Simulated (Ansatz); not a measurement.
# ZnIn (built on the sites of a database entry of YZn): phonons and vibrational spectra

How does ZnIn (built on the sites of a database entry of YZn) vibrate, and is this structure a minimum?

Calculated with Ansatz 0.2.0; DFT PBE, scalar-relativistic, plane waves, norm-conserving pseudopotentials.

The structure was built from a prototype and need not be the compound's stable phase.

## Step 1: The structure

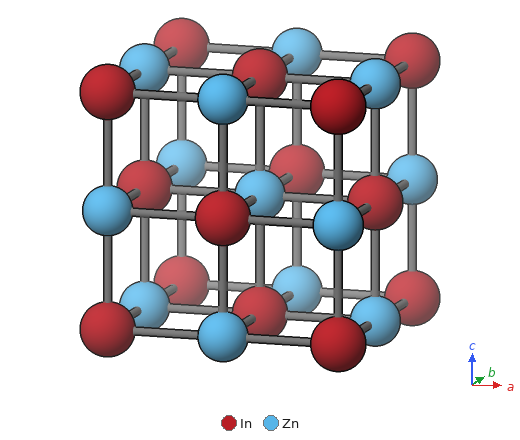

The cell as given, slightly off an axis (indium red, zinc blue). This picture shows the conventional cell, with its axes. Some periodic images of atoms are drawn too.

As a file:

```cif
data_structure
_symmetry_space_group_name_H-M 'P 1'
_symmetry_Int_Tables_number 1
_cell_length_a 3.5543
_cell_length_b 3.5543
_cell_length_c 3.5543
_cell_angle_alpha 60.000
_cell_angle_beta 60.000
_cell_angle_gamma 60.000
_cell_volume 31.75
loop_
_atom_site_label
_atom_site_type_symbol
_atom_site_fract_x
_atom_site_fract_y
_atom_site_fract_z
_atom_site_occupancy
In1 In 0.00000 0.00000 0.00000 1
Zn2 Zn 0.50000 0.50000 0.50000 1
```

## Step 2: Coarse relaxation

A rough relaxation comes first, because large forces or stress need no tight tolerances yet.

input.yaml reads:

```yaml
crystal:
  lattice:
    - [0.0, 2.51326, 2.51326]
    - [2.51326, 0.0, 2.51326]
    - [2.51326, 2.51326, 0.0]
  atoms:
    - { symbol: In, position: [0.0, 0.0, 0.0] }
    - { symbol: Zn, position: [0.5, 0.5, 0.5] }
kpoints:
  mp_grid: { grid: [8, 8, 8] }
hamiltonian:
  xc: pbe
  pseudopotentials: { kind: nc }
scf:
  occupations: { method: gaussian, width: 0.1 }
output:
  forces: true
  stress: true
  eigenvalues: true
relax:
  adjacent_minimum: "off"
  f_tol: 0.05
  max_steps: 80
  cell: { stress_tol: 0.5 }
```

Started as:

```console
ansatz run input.yaml --threads 4 --pin off --max-ram 7168MiB --backend cpu --events-out ev --progress --plain --runs-dir out
```

Numbers of over 12 decimals in the logs are rounded to 6 here.

What it wrote:

```text
The last accepted step is kept in <dir> (removed where the run ends without a failure and the disk answers)
Engine: ansatz 0.2.0, aarch64-unknown-linux-gnu
Pseudopotentials: kind: nc
Pseudopotential: In, nc, valence charge 13, recommended cutoff 952.398519 eV (normal), In.nc.azcp
Pseudopotential: Zn, nc, valence charge 20, recommended cutoff 1142.878222 eV (normal), Zn.nc.azcp
Functional definition: PBE
[...]
--- Relaxed structure (6 steps of the walk, 6 accepted, 2 SCFs on fresh bases) ---
  F+E_penalty+E_count = -7494.86335975 eV   max|allowed force component| = 4.065e-28 eV/Å   (the final SCF, on the basis selected at the relaxed cell)
  cell:  # Å, volume = 46.4774 Å³
    - [0, 2.853670, 2.853670]
    - [2.853670, 0, 2.853670]
    - [2.853670, 2.853670, 0]
  atoms:
    - { symbol: In, position: [0, 0, 0] }
    - { symbol: Zn, position: [0.500000, 0.500000, 0.5] }
[key lines of the parts left out:]
SCF converged after 4 iterations
Free energy (F): -7494.863360 eV
Fermi energy:    10.339703 eV
P = ⅓ Tr σ = 0.3170 GPa (3.170 kbar)
```

Run time: 20 s. Hardware: 4 threads of Arm Neoverse N1, shared host; peak memory 0.44 GiB.

The steps of the relaxation:

```
step  energy less that of the first step (eV)  largest force component (eV/Å)  pressure (GPa)  volume (Å³)
   1                                   0.0000                          0.0000           42.32        31.75
   2                                  -0.8790                          0.0000           18.08        36.62
   3                                  -1.1927                          0.0000            4.01        41.34
   4                                  -1.2120                          0.0000           -0.06        42.91
  5*                                  -1.2876                          0.0000            4.24        42.91
   6                                  -1.3213                          0.0000            2.11        44.64
   7                                  -1.3344                          0.0000            0.26        46.48
  8*                                  -1.3349                          0.0000            0.32        46.48
```

Relaxation steps marked * repeat the geometry before them on a plane-wave basis chosen anew for their cell, so energy and pressure can jump there.

Forces are held to the 48 operations that the run works with; a distortion that breaks them can't arise in this run.

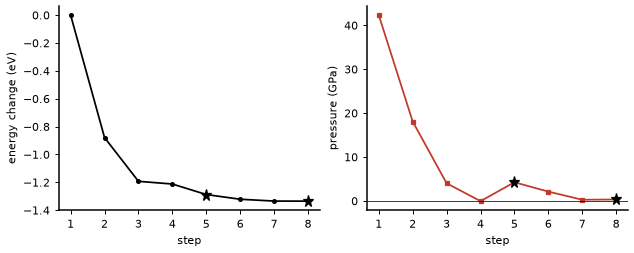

Energy and pressure along the relaxation. Stars mark steps on a basis chosen anew.

```
     cell as run  before  after   change
           a (Å)   3.554  4.036  +13.5 %
           b (Å)   3.554  4.036  +13.5 %
           c (Å)   3.554  4.036  +13.5 %
volume (Å³/atom)   15.87  23.24  +46.4 %
```

Final coordinates:

```cif
data_structure
_symmetry_space_group_name_H-M 'P 1'
_symmetry_Int_Tables_number 1
_cell_length_a 4.0357
_cell_length_b 4.0357
_cell_length_c 4.0357
_cell_angle_alpha 60.000
_cell_angle_beta 60.000
_cell_angle_gamma 60.000
_cell_volume 46.48
loop_
_atom_site_label
_atom_site_type_symbol
_atom_site_fract_x
_atom_site_fract_y
_atom_site_fract_z
_atom_site_occupancy
In1 In 0.00000 0.00000 0.00000 1
Zn2 Zn 0.50000 0.50000 0.50000 1
```

Numbers from this step:

```
pressure          : 0.3170 GPa
volume per atom   : 23.24 Å³
gap on the k-mesh : 0 eV
```

In this step the volume went from 15.87 to 23.24 Å³/atom.

## Step 3: Bringing the structure to rest

Harmonic phonons are second derivatives at a point where the forces vanish, and they are wanted at zero stress, so atoms and cell are relaxed first.

input.yaml reads:

```yaml
crystal:
  lattice:
    - [0.0, 2.8536703925, 2.8536703925]
    - [2.8536703925, 0.0, 2.8536703925]
    - [2.8536703925, 2.8536703925, 0.0]
  atoms:
    - { symbol: In, position: [0.0, 0.0, 0.0] }
    - { symbol: Zn, position: [0.5, 0.5, 0.5] }
kpoints:
  mp_grid: { grid: [12, 12, 12] }
hamiltonian:
  xc: pbe
  pseudopotentials: { kind: nc }
scf:
  occupations: { method: gaussian, width: 0.1 }
output:
  forces: true
  stress: true
  eigenvalues: true
  write_density: true
  write_potential: true
  elf: true
  volumetric_format: npy
relax:
  adjacent_minimum: "off"
  f_tol: 0.005
  max_steps: 80
  cell: { stress_tol: 0.05 }
```

What it wrote:

```text
[...]
Crystal: 2 atoms, lattice volume = 46.477 Å³
Basis set: ecut = 1142.878222 eV, 4015 PW (Γ), exchange–correlation on 90×90×90 points (8 copies of the dense FFT grid, shifted against one another)
Bands: 21, of which v1, the nominal top of the filled ones, is band 17 counted from 1 (16 counted from 0)
Symmetry: 48 space group operations
[...]
k-points: 72 of 1728
[...]
SCF iter   1: F=—  HF=-7494.937632 eV  |F-HF|=—  |Δ(HF+E_count)|=         —  Δρ=2.07e-2  dr2=2.38e-1  ethr=3.10e-3  ⟨swp⟩=5.7  Hψ=6690  notcnv=0
[...]
SCF iter   7: F=-7494.857624 eV  HF=-7494.857624 eV  |F-HF|=1.16e-10  |Δ(HF+E_count)|=   3.59e-8  Δρ=3.04e-6  dr2=9.23e-10  ethr=2.75e-10  ⟨swp⟩=8.3  Hψ=11720  notcnv=0
SCF 1 converged in 7 iterations: F = -7494.857624 eV  dr2 = 9.23e-10
relax step   1: F+E_penalty+E_count = -7494.85762421 eV  Δ(F+E_penalty+E_count) = +0.000e0 eV  max|allowed force component| = 2.186e-28 eV/Å  Δτ_max = 0.0000 Å  P = +0.562 GPa  Ω = 46.477 Å³  (7 SCF iters, dr2 threshold 1.00e-7 eV, accepted)
Crystal: 2 atoms, lattice volume = 47.170 Å³
Basis set: ecut = 1142.878222 eV, 4111 PW (Γ), exchange–correlation on 90×90×90 points (8 copies of the dense FFT grid, shifted against one another)
[...]
SCF iter   5: F=-7494.858729 eV  HF=-7494.858729 eV  |F-HF|=4.60e-9  |Δ(HF+E_count)|=   3.79e-9  Δρ=5.70e-6  dr2=1.34e-8  ethr=2.73e-10  ⟨swp⟩=13.9  Hψ=12797  notcnv=0
SCF 2 converged in 5 iterations: F = -7494.858729 eV  dr2 = 1.34e-8
relax step   2: F+E_penalty+E_count = -7494.85872897 eV  Δ(F+E_penalty+E_count) = -1.105e-3 eV  max|allowed force component| = 8.467e-29 eV/Å  Δτ_max = 0.0000 Å  P = -0.034 GPa  Ω = 47.170 Å³  energy of the carried Pulay correction = -1.730e-5 eV  (5 SCF iters, dr2 threshold 2.00e-7 eV, accepted)
[...]
SCF iter   5: F=-7494.858752 eV  HF=-7494.858752 eV  |F-HF|=3.64e-12  |Δ(HF+E_count)|=  1.15e-10  Δρ=3.17e-7  dr2=1.37e-11  ethr=1.00e-12  ⟨swp⟩=8.9  Hψ=10745  notcnv=0
SCF 3 converged in 5 iterations: F = -7494.858752 eV  dr2 = 1.37e-11
relax step   3: F+E_penalty+E_count = -7494.85875154 eV  Δ(F+E_penalty+E_count) = -2.257e-5 eV  max|allowed force component| = 5.246e-29 eV/Å  Δτ_max = 0.0000 Å  P = -0.030 GPa  Ω = 47.170 Å³  stress off target by 3.04e-2 GPa  SCF on the basis re-selected at this cell (its energy is not comparable with the rows above)  (5 SCF iters)
[...]
SCF converged after 5 iterations
Free energy (F): -7494.858752 eV
[...]
Internal energy: -7494.855313 eV  (E = F + TS)
E sigma→0 (E₀):  -7494.857032 eV
Entropy (-TS):   -0.003439 eV (-1.719 meV/atom)
Fermi energy:    10.065932 eV
[...]
--- Stress (GPa, compression-positive) ---
       -0.030363       0.000000       0.000000
        0.000000      -0.030363       0.000000
        0.000000       0.000000      -0.030363
  P = ⅓ Tr σ = -0.0304 GPa (-0.304 kbar)
--- Band table (eV; the first three rows and the last of 72) ---
  k-point 0: bands = [... 13 lower, 2.9476, 2.9476, 13.5430, 13.5430, 13.5430, 15.5242, 18.5957, 18.5957]
  k-point 1: bands = [... 13 lower, 2.9411, 2.9411, 12.5220, 13.5327, 13.5327, 16.1255, 17.9640, 18.6966]
  k-point 2: bands = [... 13 lower, 2.9419, 2.9419, 10.8397, 13.5255, 13.5255, 16.2586, 17.7097, 17.7097]
  k-point 71: bands = [... 13 lower, 2.9980, 6.4067, 7.0504, 8.2248, 8.2248, 16.2662, 16.4879, 18.7791]
--- Relaxed structure (2 steps of the walk, 2 accepted, 1 SCFs on fresh bases) ---
[...]
cell:  # Å, volume = 47.1705 Å³
    - [0, 2.867786, 2.867786]
    - [2.867786, 0, 2.867786]
    - [2.867786, 2.867786, 0]
  atoms:
    - { symbol: In, position: [0, 0, 0] }
    - { symbol: Zn, position: [0.5, 0.5, 0.5] }
```

Run time: 25 s. Hardware: 4 threads; peak memory 0.57 GiB.

Step by step:

```
step  energy less that of the first step (eV)  largest force component (eV/Å)  pressure (GPa)  volume (Å³)
   1                                   0.0000                          0.0000            0.56        46.48
   2                                  -0.0011                          0.0000           -0.03        47.17
  3*                                  -0.0011                          0.0000           -0.03        47.17
```

Relaxation steps marked * repeat the geometry before them on a plane-wave basis chosen anew for their cell, so energy and pressure can jump there.

The run keeps the 48 symmetry operations that it works with, so distortions that break them were not tested.

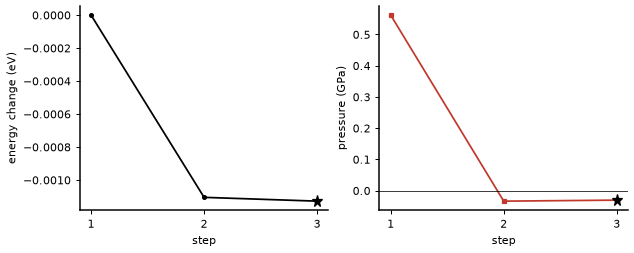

Energy and pressure along the relaxation. Stars mark steps on a basis chosen anew.

```
conventional cell, symmetrised  before  after  change
                         a (Å)   5.707  5.736  +0.5 %
                         b (Å)   5.707  5.736  +0.5 %
                         c (Å)   5.707  5.736  +0.5 %
              volume (Å³/atom)   23.24  23.59  +1.5 %
```

Final coordinates:

```xyz
2
Lattice="0.0000 2.8678 2.8678 2.8678 0.0000 2.8678 2.8678 2.8678 0.0000" Properties=species:S:1:pos:R:3 pbc="T T T"
In    0.0000    0.0000    0.0000
Zn    2.8678    2.8678    2.8678
```

Numbers from this step:

* pressure: -0.03036 GPa
* volume per atom: 23.59 Å³

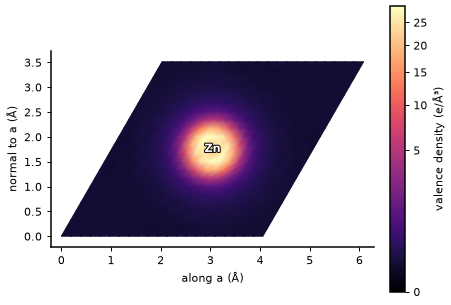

Valence density in the ac plane of the cell as run, not the conventional one, at fractional y = 0.500, with atoms of Zn within 0.2 Å of it. It is the smooth field of the valence electrons, not physical close to the nuclei. The colour scale is stretched toward low values.

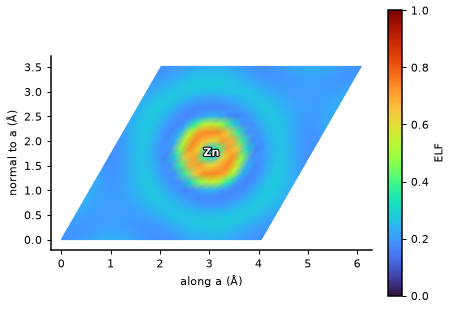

ELF in the ac plane of the cell as run, not the conventional one, at fractional y = 0.500, with atoms of Zn within 0.2 Å of it. It is the smooth field of the valence electrons, not physical close to the nuclei.

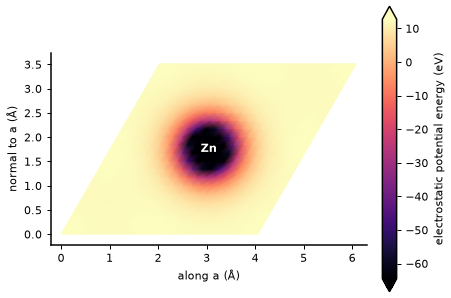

Electrostatic potential energy in the ac plane of the cell as run, not the conventional one, at fractional y = 0.500, with atoms of Zn within 0.2 Å of it. With pseudopotentials it is smooth inside the atoms' cores, unlike the true potential.

In this step the volume went from 23.24 to 23.59 Å³/atom.

## Step 4: Relaxing to small forces for the phonons

Phonons need a cell at rest on their own settings, so the relaxation is repeated with tight tolerances on forces and stress on the k mesh and occupations of the first response run.

input.yaml reads:

```yaml
crystal:
  lattice:
    - [0.0, 2.867786371, 2.867786371]
    - [2.867786371, 0.0, 2.867786371]
    - [2.867786371, 2.867786371, 0.0]
  atoms:
    - { symbol: In, position: [0.0, 0.0, 0.0] }
    - { symbol: Zn, position: [0.5, 0.5, 0.5] }
kpoints:
  mp_grid: { grid: [12, 12, 12] }
hamiltonian:
  xc: pbe
  pseudopotentials: { kind: nc }
scf:
  occupations: { method: methfessel_paxton, width: 0.2 }
output:
  forces: true
  stress: true
  eigenvalues: true
relax:
  adjacent_minimum: "off"
  f_tol: 0.001
  max_steps: 60
  cell: { stress_tol: 0.01 }
```

What it wrote:

```text
[...]
Crystal: 2 atoms, lattice volume = 47.170 Å³
Basis set: ecut = 1142.878222 eV, 4111 PW (Γ), exchange–correlation on 90×90×90 points (8 copies of the dense FFT grid, shifted against one another)
Bands: 21, of which v1, the nominal top of the filled ones, is band 17 counted from 1 (16 counted from 0)
Symmetry: 48 space group operations
[...]
k-points: 72 of 1728
[...]
k-point 71: bands = [... 13 lower, 3.0059, 6.4154, 7.0584, 8.2315, 8.2315, 16.2784, 16.4996, 18.7895]
--- Relaxed structure (2 steps of the walk, 2 accepted, 1 SCFs on fresh bases) ---
[...]
cell:  # Å, volume = 47.1424 Å³
    - [0, 2.867217, 2.867217]
    - [2.867217, 0, 2.867217]
    - [2.867217, 2.867217, 0.0]
  atoms:
    - { symbol: In, position: [0, 0, 0] }
    - { symbol: Zn, position: [0.5, 0.5, 0.5] }
[key lines of the parts left out:]
SCF converged after 7 iterations
Free energy (F): -7494.856123 eV
Fermi energy:    10.075767 eV
P = ⅓ Tr σ = 0.0002 GPa (0.002 kbar)
```

It took 22 s on 4 threads; peak memory 0.55 GiB.

Little changed from the start: no atom moved by 0.005 Å and no cell edge by 0.1 %.

This step gave:

```
pressure        : 2.40e-4 GPa
volume per atom : 23.57 Å³
```

The forces vanish by symmetry and the pressure is 0.000 GPa, within the tolerances set. The cell now holds 23.57 Å³/atom.

## Step 5: Linear response at the zone centre

The zone centre comes first: it holds the modes that light can see, as far as symmetry allows. No field response is asked, since the mesh shows no gap.

input.yaml, the sections that differ from step 4:

```yaml
crystal:
  lattice:
    - [0.0, 2.8672173707, 2.8672173707]
    - [2.8672173707, 0.0, 2.8672173707]
    - [2.8672173707, 2.8672173707, 0.0]
  atoms:
    - { symbol: In, position: [0.0, 0.0, 0.0] }
    - { symbol: Zn, position: [0.5, 0.5, 0.5] }
output:
  eigenvalues: true
phonons:
  method: dfpt
# kpoints, hamiltonian, scf: as in step 4
# relax: removed
```

What it wrote:

```text
[...]
Crystal: 2 atoms, lattice volume = 47.142 Å³
Basis set: ecut = 1142.878222 eV, 4111 PW (Γ), exchange–correlation on 90×90×90 points (8 copies of the dense FFT grid, shifted against one another)
Bands: 21, of which v1, the nominal top of the filled ones, is band 17 counted from 1 (16 counted from 0)
Symmetry: 48 space group operations
k-points: 163 of 1728 (irreducible under 8 space group operations, time reversal used)
[...]
SCF iter   1: F=—  HF=-7494.933498 eV  |F-HF|=—  |Δ(HF+E_count)|=         —  Δρ=2.01e-2  dr2=2.31e-1  ethr=3.10e-3  ⟨swp⟩=5.2  Hψ=14874  notcnv=0
[...]
SCF iter  11: F=-7494.856123 eV  HF=-7494.856123 eV  |F-HF|=2.73e-12  |Δ(HF+E_count)|=  6.37e-12  S|Δr|=    0.00e0  Δρ=3.71e-8  dr2=4.63e-13  ethr=1.00e-12  ⟨swp⟩=11.6  Hψ=22119  notcnv=0
SCF 1 converged in 11 iterations: F = -7494.856123 eV  dr2 = 4.63e-13
DFPT response loops at Γ: preconditioner auto → Kerker (q_TF=auto, 2.571 Å⁻¹) (partly filled bands, converged f_vac=0.000); β = 1.00, the filter's whole step (`scf.mixing.beta` (0.50) is not read by the response loops under this deck's `scf.mixing.preconditioner`; to damp them name `kerker` or `kerker_dos`, under which they read `scf.mixing.beta`, and type it under 1.00, their step now; both keys bind the ground state too); Broyden in place of MSR1
SCF converged after 11 iterations
[...]
Free energy (F): -7494.856123 eV
[...]
Internal energy: -7494.858027 eV  (E = F + TS)
E sigma→0 (E₀):  -7494.856599 eV
Entropy (-TS):   0.001904 eV (0.952 meV/atom)
Fermi energy:    10.075767 eV
[...]
--- Band table (eV; the first three rows and the last of 163) ---
  k-point 0: bands = [... 13 lower, 2.9555, 2.9555, 13.5528, 13.5528, 13.5528, 15.5397, 18.6064, 18.6064]
  k-point 1: bands = [... 13 lower, 2.9490, 2.9490, 12.5321, 13.5425, 13.5425, 16.1403, 17.9738, 18.7081]
  k-point 2: bands = [... 13 lower, 2.9497, 2.9497, 10.8492, 13.5354, 13.5354, 16.2712, 17.7210, 17.7210]
  k-point 162: bands = [... 13 lower, 3.0059, 6.4154, 7.0584, 8.2315, 8.2315, 16.2784, 16.4996, 18.7895]
--- Phonons (Γ-DFPT): 2 representative perturbations + reference, on 163 of 1728 k-points (Σ response iterations 7) ---
  k mesh reduced under 8 symmetry operations, with k and −k counted as one. Each operation leaves every solved perturbation unchanged. A smaller set is not used because it would not reduce the number of displacements times k-points to solve
  ASR residual: 1.137e-5 → 0.000e0 eV/Å²; symmetrization residual: 4.654e-6 eV/Å²
  ASR residual per site (eV/Å²): 1.14e-5 6.37e-6
  Γ frequencies (cm⁻¹): 0.00 0.00 0.00 123.58 123.58 123.58
  non-analytic LO–TO correction: not included (Born effective charges unavailable; polar crystals: no LO–TO splitting at Γ)
```

The job ended after 87 s (4 threads; peak memory 2 GiB; 5.6 min of CPU time).

Numbers from this step:

| Property | Result |
| --- | --- |
| sum-rule residual before enforcement | 1.14e-5 eV/Å² |
| point group | m-3m |
| highest optical mode at the zone centre (no LO-TO term) | 123.6 cm⁻¹ |
| lowest optical zone-centre mode | 123.6 cm⁻¹ |

Patterns of degenerate modes are one choice out of their space. The modes at Γ (shares of kinetic energy by element, %):

```
mode  frequency (cm⁻¹)  symmetry  In %  Zn %
   1               0.0  acoustic    64    36
   2               0.0  acoustic    64    36
   3               0.0  acoustic    64    36
   4             123.6       T1u    36    64
   5             123.6       T1u    36    64
   6             123.6       T1u    36    64
```

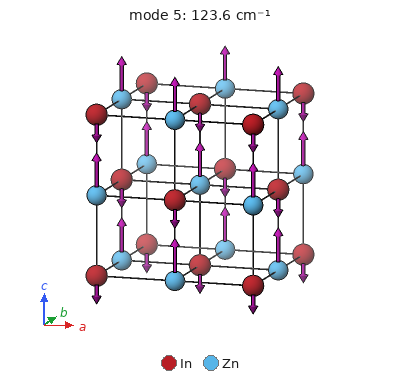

Displacement patterns of mode 5 at Γ; arrows are exaggerated. Some periodic images of atoms are drawn too.

Before it was imposed, the acoustic sum rule was missed by 1.1e-5 eV/Å². Small misses are needed for a sound result but don't prove that mesh and cutoff are converged. The lowest optical mode is real, 124 cm⁻¹.

(Continued in part 2 of 2.)

[Logs are printed without paths, hosts, clocks, repeated set-up lines and the standing remarks that a program may print on its own settings, such as how far it seeks lower states.]

[Hosts, paths, dates, database ids (printed as entryN), source tags and the programs' standing remarks are cut or masked in the printed files.]
